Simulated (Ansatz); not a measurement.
# HF/STO-3G run of C2H6AlCl (dimethylaluminum chloride)

What is the electronic atomisation energy of C2H6AlCl (dimethylaluminum chloride) at HF/STO-3G? 

The calculation is run with Ansatz 0.2.0.

56 further runs of the same task are left out: 56 set aside as unsound or not needed.

### 1 Starting point

The species is C2H6AlCl (10 atoms), meant as a singlet with charge 0. As SMILES, `[CH3][Al]([CH3])[Cl]`. Geometry: relaxed at PBE0-D4/def2-TZVP.

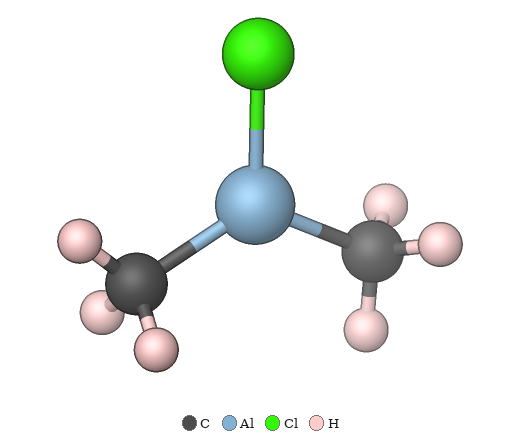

The structure, seen from a chosen angle (carbon dark grey, aluminium light blue, chlorine green, hydrogen pink).

### 2 The energy at HF/STO-3G

job.yaml reads:

```yaml
basis:
  gaussian:
    orbitals: STO-3G
crystal:
  periodic: [false, false, false]
  atoms:
    - symbol: C
      position_ang: [-0.517700, 1.358200, -0.989200]
    - symbol: Al
      position_ang: [-0.252300, -0.446600, -0.322400]
    - symbol: C
      position_ang: [0.742200, -0.932200, 1.273500]
    - symbol: Cl
      position_ang: [-1.112300, -2.038200, -1.415400]
    - symbol: H
      position_ang: [-1.121400, 1.383800, -1.898300]
    - symbol: H
      position_ang: [-1.010200, 1.981400, -0.235400]
    - symbol: H
      position_ang: [0.443800, 1.835600, -1.206000]
    - symbol: H
      position_ang: [0.102400, -1.471200, 1.979300]
    - symbol: H
      position_ang: [1.158700, -0.063300, 1.788800]
    - symbol: H
      position_ang: [1.566900, -1.607500, 1.025200]
hamiltonian:
  xc: hf
accuracy: high
output:
  orbitals: {seedname: orbitals}
```

On the command line:

```
ansatz run job.yaml --threads 1 --pin off --max-ram 3480MiB --events-out events.jsonl --progress --plain --runs-dir runs
```

The log of the run:

```text
Warning: RAYON_NUM_THREADS=1 ignored (pool sized by the plan → 1); use --threads N
Functional definition: HF
  name "HF"
  exchange = exact_x
  correlation = 0
680 factors; integrals over basis functions are off by at most 2.3e-8 eV
mean field evaluation 1: about -21006.8758 eV, gradient 1.7e1 eV
mean field evaluation 2: about -21006.9580 eV, gradient 1.7e1 eV
mean field evaluation 4: about -21008.3093 eV, gradient 7.9e-1 eV
mean field evaluation 8: about -21008.3111 eV, gradient 4.7e-6 eV
mean field -21008.31113309 eV, -772.0411941964 hartree, gradient 2.3e-8 eV, S^2 0.000000; 0 other end points of the search recorded, 0 dependent functions left out
reference -21008.31113309 eV, -772.0411941964 hartree; 24, 24 occupied and 10, 10 virtual orbitals, 680 factors
Total energy: -21008.31113309 eV, -772.0411941964 hartree
```

Run time: 0.38 s. Hardware: 1 thread of Arm Neoverse V1, shared host.

### 3 The Al atom, same level

run.yaml reads:

```yaml
crystal:
  periodic: [false, false, false]
  atoms:
    - {symbol: Al, position_ang: [0.000000, 0.000000, 0.000000]}
basis:
  gaussian:
    orbitals: STO-3G
magnetization:
  spin_polarized: true
  initial_magnetization: 1
hamiltonian:
  xc: hf
accuracy: high
```

Run the same way, it converges to -238.85836 Eh (log not shown).

### 4 The C atom at the same level

in.yaml reads:

```yaml
crystal:
  periodic: [false, false, false]
  atoms:
    - {symbol: C, position_ang: [0.000000, 0.000000, 0.000000]}
basis:
  gaussian:
    orbitals: STO-3G
magnetization:
  spin_polarized: true
  initial_magnetization: 2
hamiltonian:
  xc: hf
accuracy: high
```

On the command line:

```
ansatz run in.yaml --threads 1 --pin off --max-ram 3480MiB --events-out events.jsonl --progress --plain --runs-dir runs
```

The log of the run:

```text
Warning: RAYON_NUM_THREADS=1 ignored (pool sized by the plan → 1); use --threads N
[... 4 set-up lines as earlier in the session ...]
15 factors; integrals over basis functions are off by at most 9.8e-10 eV
mean field evaluation 1: about -1012.2198 eV, gradient 0.0e0 eV
mean field evaluation 2: about -1012.2198 eV, gradient 0.0e0 eV
mean field -1012.21982732 eV, -37.1983925466 hartree, gradient 0.0e0 eV, S^2 2.000000; 2 other end points of the search recorded, 0 dependent functions left out
reference -1012.21982732 eV, -37.1983925466 hartree; 4, 2 occupied and 1, 3 virtual orbitals, 15 factors
Total energy: -1012.21982732 eV, -37.1983925466 hartree
```

Run time: 0.04 s. Hardware: 1 thread of Arm Neoverse V1, shared host.

### 5 The Cl atom at the same level

run.yaml reads:

```yaml
crystal:
  periodic: [false, false, false]
  atoms:
    - {symbol: Cl, position_ang: [0.000000, 0.000000, 0.000000]}
basis:
  gaussian: {orbitals: STO-3G}
magnetization: {spin_polarized: true, initial_magnetization: 1}
hamiltonian: {xc: hf}
accuracy: high
```

Run the same way, it converges to -454.54219 Eh (log not shown).

### 6 The H atom, same level

run.yaml reads:

```yaml
crystal:
  periodic: [false, false, false]
  atoms:
    - {symbol: H, position_ang: [0.000000, 0.000000, 0.000000]}
basis:
  gaussian:
    orbitals: STO-3G
hamiltonian:
  xc: hf
magnetization:
  spin_polarized: true
  initial_magnetization: 1
accuracy: high
```

Run the same way, it converges to -0.46658 Eh (log not shown).

### 7 Outcome

Level: HF/STO-3G.

```
                     quantity          value
       molecule: total energy  -772.04119 Eh
        molecule: HOMO energy       -9.03 eV
        molecule: LUMO energy        8.02 eV
      molecule: HOMO–LUMO gap       17.04 eV
        Al atom: total energy  -238.85836 Eh
                Al atom: ⟨S²⟩          0.750
         C atom: total energy   -37.19839 Eh
                 C atom: ⟨S²⟩          2.000
        Cl atom: total energy  -454.54219 Eh
                Cl atom: ⟨S²⟩          0.750
         H atom: total energy    -0.46658 Eh
                 H atom: ⟨S²⟩          0.750
electronic atomisation energy      39.303 eV
```

In words: Taking the molecule apart into free atoms costs 39.30 eV (906 kcal/mol), before zero-point energy and without spin-orbit coupling. Hartree–Fock lacks the correlation of the bonding pairs, which as a rule makes this value much too low; in minimal bases other errors can mask that. In a minimal basis such a difference can be off by several eV, whatever the method.
